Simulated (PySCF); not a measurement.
**Geometry relaxation, with input and output: CH$_{5}$GeNO$_{2}$**

The run: geometry relaxation of CH$_{5}$GeNO$_{2}$, SMILES [NH2][GeH2][C](=O)O. Method and program: PBE0-D3(BJ)/def2-SVP geometry optimisation, gas phase (PySCF 2.14.0).

It belongs to a series of runs on one base structure; here: H on Ge replaced by NH2.

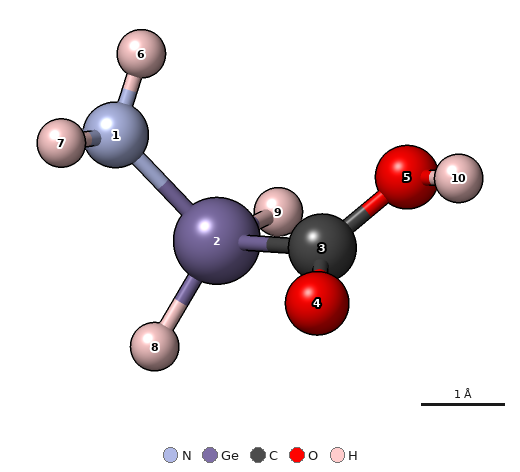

The starting structure (ball-and-stick view, seen at a tilt; atoms are numbered from 1 in the order of the input). Sticks mark near contacts.

## The input
```
{"job": {"xc": "PBE0", "basis": "def2-SVP", "d3": "d3bj", "grid": 1, "shake": 0.01, "kind": "geom"}, "charge": 0, "multiplicity": 1}
N     -1.668630     0.740670    -0.404920
Ge    -0.684170    -0.658060     0.087290
C      1.192690    -0.147060     0.505420
O      1.689070     0.178730     1.578110
O      1.937930    -0.160080    -0.614660
H     -1.428280     1.227330    -1.274690
H     -1.822730     1.477280     0.294380
H     -1.333550    -1.212650     1.299020
H     -0.691310    -1.579860    -1.065280
H      2.859410     0.112780    -0.425740
```

The first line tells a small driver script what to run in PySCF; the rest is the geometry in Å.

Launch command:
```bash
OMP_NUM_THREADS=1 python <driver script> task.json out
```

## The program's output
```
step   0  E = -2322.35500569  max force = 0.038436
step   1  E = -2322.36039341  max force = 0.014557
step   2  E = -2322.36068408  max force = 0.011434
step   3  E = -2322.36126687  max force = 0.003115
step   4  E = -2322.36128318  max force = 0.000523
step   5  E = -2322.36129116  max force = 0.000684
step   6  E = -2322.36129869  max force = 0.001524
step   7  E = -2322.36130403  max force = 0.001669
step   8  E = -2322.36131128  max force = 0.001110
step   9  E = -2322.36132087  max force = 0.000254
optimisation converged
```

## Trajectory as extended XYZ (Å, eV, eV/Å), 10 frames, from step=0 to step=9
```
10
Properties=species:S:1:pos:R:3:forces:R:3 step=0 energy=-63194.49853
N    -1.6686    0.7407   -0.4049   -0.7542   1.9765  -0.3854
Ge   -0.6842   -0.6581    0.0873    0.6908   0.1790   0.3483
C     1.1927   -0.1471    0.5054    1.8124   0.5409   1.5311
O     1.6891    0.1787    1.5781   -1.1624  -0.5126  -1.4625
O     1.9379   -0.1601   -0.6147   -0.0175  -0.0458  -0.3860
H    -1.4283    1.2273   -1.2747   -0.0124  -0.3943   0.2381
H    -1.8227    1.4773    0.2944    0.0416  -0.4685  -0.1734
H    -1.3336   -1.2127    1.2990   -0.2884  -0.4172   0.8855
H    -0.6913   -1.5799   -1.0653    0.1112  -0.8151  -0.8665
H     2.8594    0.1128   -0.4257   -0.4213  -0.0429   0.2708
10
Properties=species:S:1:pos:R:3:forces:R:3 step=1 energy=-63194.64514
N    -1.6981    0.7891   -0.4546    0.0486  -0.3206   0.1510
Ge   -0.6889   -0.6748    0.0333   -0.0569   0.1557  -0.3270
C     1.2021   -0.1547    0.4646   -0.7485  -0.2720  -0.1495
O     1.4778    0.1614    1.5869    0.5358   0.2245   0.3254
O     2.0570   -0.1335   -0.5618    0.2418   0.0502   0.0635
H    -1.4263    1.2307   -1.3257    0.0618   0.0463  -0.0917
H    -1.7774    1.4995    0.2665    0.0023   0.0507   0.0311
H    -1.2916   -1.2348    1.3323    0.0782   0.0288  -0.0717
H    -0.7235   -1.6740   -1.1434   -0.0308   0.0635   0.0907
H     2.9201    0.1704   -0.2186   -0.1322  -0.0270  -0.0218
10
Properties=species:S:1:pos:R:3:forces:R:3 step=2 energy=-63194.65305
N    -1.6995    0.7847   -0.4641    0.0317  -0.0620   0.0142
Ge   -0.6930   -0.6685    0.0241   -0.0801   0.0876   0.0540
C     1.1831   -0.1519    0.5048    0.5328   0.1130   0.1618
O     1.5813    0.1848    1.5895   -0.4656  -0.0377   0.2521
O     2.0132   -0.1515   -0.5429    0.0021  -0.1155  -0.5880
H    -1.4081    1.2353   -1.3273    0.0087   0.0131   0.0051
H    -1.7920    1.4908    0.2616   -0.0002   0.0144  -0.0119
H    -1.3046   -1.2395    1.3072   -0.0212  -0.0347   0.0177
H    -0.7102   -1.6583   -1.1527    0.0610   0.0370   0.0454
H     2.8809    0.1534   -0.2208   -0.0692  -0.0152   0.0495
10
Properties=species:S:1:pos:R:3:forces:R:3 step=3 energy=-63194.66891
N    -1.6956    0.7860   -0.4617   -0.0001   0.0005  -0.0018
Ge   -0.6907   -0.6656    0.0267   -0.0212   0.0206   0.0114
C     1.1879   -0.1541    0.4949    0.0027   0.0271   0.1602
O     1.5354    0.1823    1.5979   -0.0400  -0.0338  -0.1493
O     2.0213   -0.1560   -0.5553    0.0182  -0.0098  -0.0211
H    -1.4028    1.2356   -1.3253    0.0009   0.0046   0.0128
H    -1.7864    1.4942    0.2624   -0.0019   0.0059  -0.0122
H    -1.2984   -1.2385    1.3115   -0.0112  -0.0176   0.0105
H    -0.7040   -1.6559   -1.1465    0.0157  -0.0029  -0.0065
H     2.8843    0.1514   -0.2253    0.0368   0.0053  -0.0040
10
Properties=species:S:1:pos:R:3:forces:R:3 step=4 energy=-63194.66935
N    -1.6966    0.7887   -0.4623    0.0001  -0.0087   0.0073
Ge   -0.6926   -0.6634    0.0279   -0.0086   0.0109  -0.0010
C     1.1875   -0.1544    0.4957   -0.0034   0.0030   0.0269
O     1.5335    0.1853    1.5963    0.0012   0.0056  -0.0069
O     2.0239   -0.1628   -0.5535    0.0124  -0.0117  -0.0167
H    -1.4005    1.2398   -1.3238    0.0054   0.0035  -0.0012
H    -1.7909    1.4968    0.2612   -0.0017   0.0037  -0.0015
H    -1.3035   -1.2405    1.3106    0.0003  -0.0026  -0.0055
H    -0.6991   -1.6529   -1.1465    0.0031   0.0011  -0.0035
H     2.8893    0.1427   -0.2261   -0.0088  -0.0046   0.0021
10
Properties=species:S:1:pos:R:3:forces:R:3 step=5 energy=-63194.66957
N    -1.6966    0.7926   -0.4633   -0.0013   0.0016   0.0030
Ge   -0.6941   -0.6599    0.0277    0.0026  -0.0017  -0.0010
C     1.1867   -0.1543    0.4980    0.0012  -0.0098  -0.0341
O     1.5339    0.1910    1.5958    0.0089   0.0175   0.0352
O     2.0244   -0.1750   -0.5511   -0.0035  -0.0092   0.0036
H    -1.3959    1.2458   -1.3221    0.0037   0.0012  -0.0031
H    -1.7951    1.4997    0.2606   -0.0007  -0.0005   0.0025
H    -1.3088   -1.2409    1.3070    0.0012   0.0017  -0.0055
H    -0.6944   -1.6479   -1.1482   -0.0037   0.0039  -0.0024
H     2.8910    0.1282   -0.2249   -0.0084  -0.0046   0.0019
10
Properties=species:S:1:pos:R:3:forces:R:3 step=6 energy=-63194.66978
N    -1.6950    0.8020   -0.4653   -0.0002   0.0129  -0.0034
Ge   -0.6970   -0.6530    0.0257    0.0144  -0.0146  -0.0011
C     1.1851   -0.1557    0.5018    0.0057  -0.0191  -0.0784
O     1.5324    0.2031    1.5949    0.0107   0.0208   0.0503
O     2.0265   -0.2026   -0.5447   -0.0187  -0.0033   0.0317
H    -1.3862    1.2595   -1.3190   -0.0001  -0.0006  -0.0024
H    -1.7999    1.5061    0.2607    0.0014  -0.0041   0.0055
H    -1.3196   -1.2392    1.2988    0.0018   0.0049  -0.0020
H    -0.6902   -1.6372   -1.1535   -0.0109   0.0063  -0.0013
H     2.8951    0.0962   -0.2200   -0.0042  -0.0032   0.0010
10
Properties=species:S:1:pos:R:3:forces:R:3 step=7 energy=-63194.66992
N    -1.6911    0.8159   -0.4672    0.0020   0.0160  -0.0055
Ge   -0.7008   -0.6450    0.0215    0.0167  -0.0192  -0.0028
C     1.1829   -0.1595    0.5045    0.0027  -0.0233  -0.0858
O     1.5275    0.2166    1.5926    0.0096   0.0180   0.0460
O     2.0304   -0.2388   -0.5353   -0.0211   0.0032   0.0417
H    -1.3740    1.2781   -1.3153   -0.0028  -0.0004  -0.0010
H    -1.8001    1.5155    0.2626    0.0036  -0.0041   0.0062
H    -1.3322   -1.2346    1.2886    0.0026   0.0051   0.0016
H    -0.6921   -1.6240   -1.1620   -0.0140   0.0065  -0.0003
H     2.9007    0.0550   -0.2106    0.0008  -0.0020   0.0001
10
Properties=species:S:1:pos:R:3:forces:R:3 step=8 energy=-63194.67012
N    -1.6813    0.8428   -0.4685    0.0042   0.0125  -0.0035
Ge   -0.7080   -0.6321    0.0121    0.0114  -0.0153  -0.0061
C     1.1786   -0.1694    0.5057   -0.0048  -0.0190  -0.0571
O     1.5161    0.2362    1.5859    0.0039   0.0074   0.0220
O     2.0379   -0.3024   -0.5181   -0.0112   0.0091   0.0335
H    -1.3530    1.3123   -1.3084   -0.0051   0.0006   0.0015
H    -1.7916    1.5342    0.2687    0.0063  -0.0013   0.0046
H    -1.3522   -1.2236    1.2717    0.0029   0.0023   0.0052
H    -0.7053   -1.6017   -1.1790   -0.0129   0.0047   0.0007
H     2.9099   -0.0170   -0.1908    0.0054  -0.0010  -0.0008
10
Properties=species:S:1:pos:R:3:forces:R:3 step=9 energy=-63194.67038
N    -1.6681    0.8749   -0.4667    0.0026   0.0031   0.0026
Ge   -0.7168   -0.6189    0.0000    0.0014  -0.0031  -0.0071
C     1.1736   -0.1837    0.5027   -0.0130  -0.0029  -0.0077
O     1.5018    0.2519    1.5747   -0.0029  -0.0048  -0.0071
O     2.0458   -0.3710   -0.5000    0.0078   0.0025   0.0115
H    -1.3308    1.3509   -1.2992   -0.0048   0.0018   0.0021
H    -1.7717    1.5575    0.2797    0.0077   0.0035   0.0018
H    -1.3710   -1.2098    1.2548    0.0021  -0.0019   0.0047
H    -0.7303   -1.5778   -1.1995   -0.0068   0.0020   0.0006
H     2.9187   -0.0947   -0.1672    0.0059  -0.0002  -0.0015
```

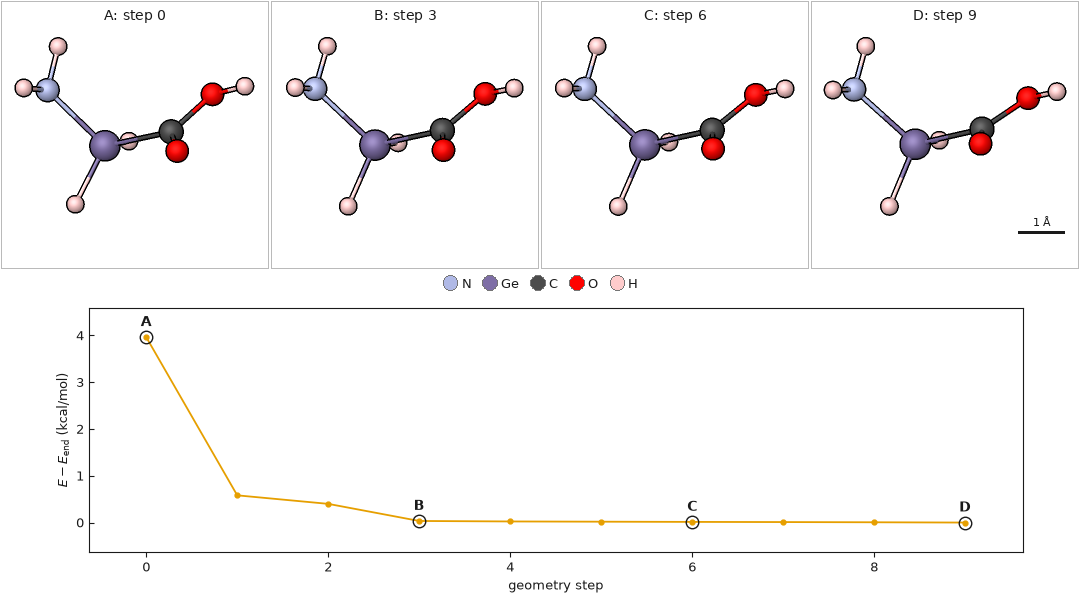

Frames of the relaxation (ball-and-stick view, seen at a tilt) above the curves, on which the letters mark them (steps are counted from 0).

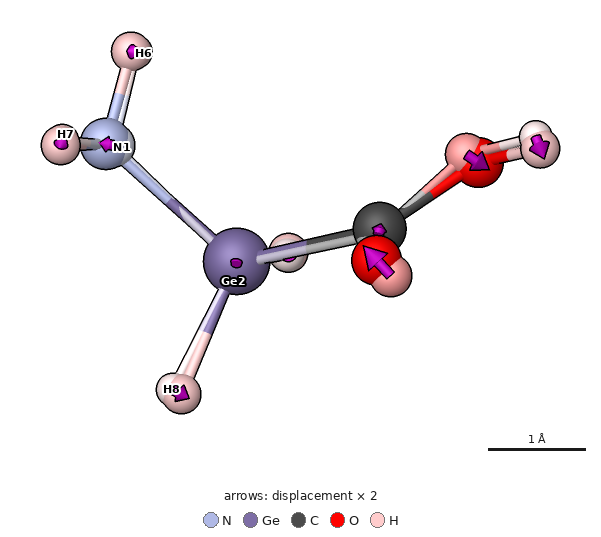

Start (faint) and end (solid) with the displacements as pink arrows, magnified 2 times (ball-and-stick view, seen at a tilt). The two geometries are laid on each other by the best rigid fit. The largest move after the best rigid fit is that of O4, 0.22 Å. By element the largest moves are O 0.22 Å, H 0.14 Å, N 0.08 Å, C 0.07 Å, Ge 0.04 Å. Among the contacts that change: Ge2–H9 1.476 → 1.536 Å, N1–Ge2 1.780 → 1.831 Å, Ge2–H8 1.482 → 1.533 Å, C3–O4 1.226 → 1.203 Å. Among the angles that change: Ge2–C3–O4 129.3° → 124.0°, C3–O5–H10 111.0° → 106.7°, Ge2–N1–H6 118.6° → 114.7°. The energy falls by 3.96 kcal/mol in 9 geometry steps. Largest force component: 2 eV/Å at the start, 0.013 eV/Å at the end. (Atoms are counted from 1 in the order of the input.)

## Results in brief

- outcome: converged
- total energy: −2322.361321 hartree
- dipole moment: 1.56 D
- point group: C1
- hardware: 1 CPU thread, shared host
- wall time: 49 s
- peak memory: 0.46 GiB
